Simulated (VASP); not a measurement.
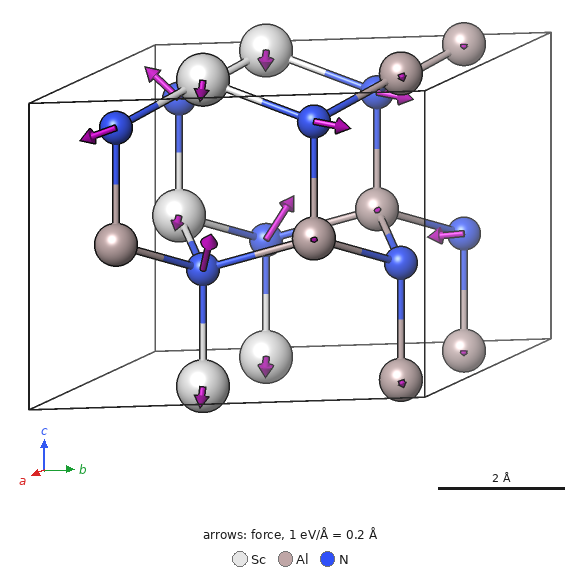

Starting geometry of crystalline Sc₃Al₅N₈ (a generated structure, set up in Cm) with the computed forces as purple arrows. The picture is a ball-and-stick view of the cell of the calculation, seen slightly off an axis.

The run lets cell and atoms move.

All numbers below come from VASP 6.6.1, Kohn-Sham DFT of a periodic cell, PBE, VASP PAW PBE potentials, recommended.

The input:
```
SYSTEM = Sc3Al5N8
ALGO = Normal
EDIFF = 1E-7
EDIFFG = -0.005
ENCUT = 520
GGA = PE
IBRION = 2
ISIF = 3
ISMEAR = 0
LASPH = .True.
LCHARG = .False.
LREAL = .False.
LWAVE = .False.
NELM = 80
NSW = 60
PREC = Accurate
SIGMA = 0.03
```

Run as
```bash
cat potpaw_PBE.64/Sc_sv/POTCAR potpaw_PBE.64/Al/POTCAR potpaw_PBE.64/N/POTCAR > POTCAR
mpirun -np 1 vasp_std > vasp.out
```

**What follows when this structure is relaxed?**

It isn't relaxed: the largest force vector, on N atoms, is 4.49 eV/Å. The atoms end up moving mostly along the starting forces (cosine between the two patterns 0.95). The energy falls by 173 meV per atom in 22 geometry steps. The largest force component goes from 3.3 to 0.0036 eV/Å. The pressure goes from 19.36 to −0.02 GPa. An N atom moves most relative to the cell: 0.19 Å along [−1 −2 3]. Largest moves by element: N 0.19 Å, Sc 0.10 Å, Al 0.04 Å. The volume changes by +7.3 %, with a 6.449 → 6.559 Å (+1.7 %), b 6.449 → 6.646 Å (+3.1 %), c 4.944 → 5.040 Å (+1.9 %), α 90.0° → 90.2°, γ 120.0° → 119.6°. Some distances before and after: N–Sc 1.889 → 2.142 Å, N–Sc 1.951 → 2.111 Å, N–Sc 1.951 → 2.083 Å, Sc–Sc 3.095 → 3.222 Å. Among the angles between lasting bonds that change: Al–N–Al 111.5° → 121.1°, Sc–N–Sc 107.4° → 99.4°, Sc–N–Sc 111.5° → 103.5°. The space group stays Cm (No. 8).
